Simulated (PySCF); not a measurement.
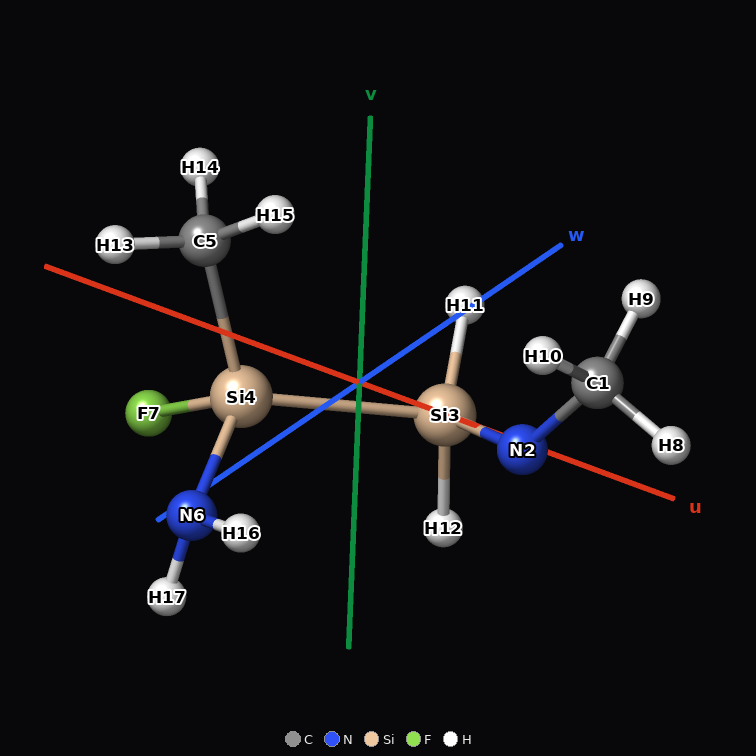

The lines u, v and w are the principal axes of the g tensor. Charge 0, doublet. Computed geometry: GFN2-xTB optimisation. No frequency run is at hand to confirm it as a minimum. Level of theory: UKS B3LYP, pcH-1 on C F H N Si, non-relativistic, mean-field spin-orbit, GIAO (PySCF 2.14.0).

Along which axis does g lie farthest from the free-electron value?

Along w (nearly parallel to the C1–N2 bond): the shift is 7469 ppm.

Give the principal values and shifts.

```tsv
axis	g	shift (ppm)
u	2.00211	−213
v	2.00434	2016
w	2.00979	7469
```

The geometry is semi-empirical. Around Si such bond lengths and angles can be off by a tenth of an ångström or more and by several degrees, and values that hang on the shape move with them.
